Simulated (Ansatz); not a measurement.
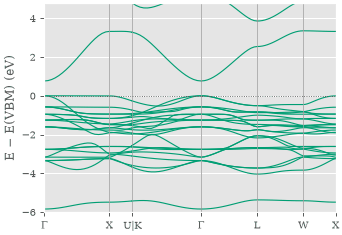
Figure. Band structure from the program Ansatz at the r²SCAN level (PAW)

### Question
Read off the gap and where the band edges lie.

### Answer
About 0.8 eV (0.76 eV by a search for the band edges); maximum at Γ, minimum at Γ.

### Question
Which compound is it?
A) K2LiRhF6, Fm-3m (K on 8c, Li on 4b, Rh on 4a, F on 24e)
B) Cs2InAgBr6, Fm-3m (Cs on 8c, In on 4a, Ag on 4b, Br on 24e)
C) AgCl, rock salt
D) Rb2NaTlBr6, Fm-3m (Rb on 8c, Na on 4b, Tl on 4a, Br on 24e)

### Answer
B, Cs2InAgBr6, Fm-3m (Cs on 8c, In on 4a, Ag on 4b, Br on 24e)

The first step of the workflow began from a Materials Project structure, measured or hypothetical; the Crystallography Open Database copy checked does not list it. Whether it is the stable phase at ambient conditions was not checked. Symmetry was held in the r²SCAN relaxation; whether a distortion lowers the energy is not shown. No spin polarisation was allowed. Spin–orbit coupling is left out wherever it is not named.

Potentials: the later of the program's two PAW sets.
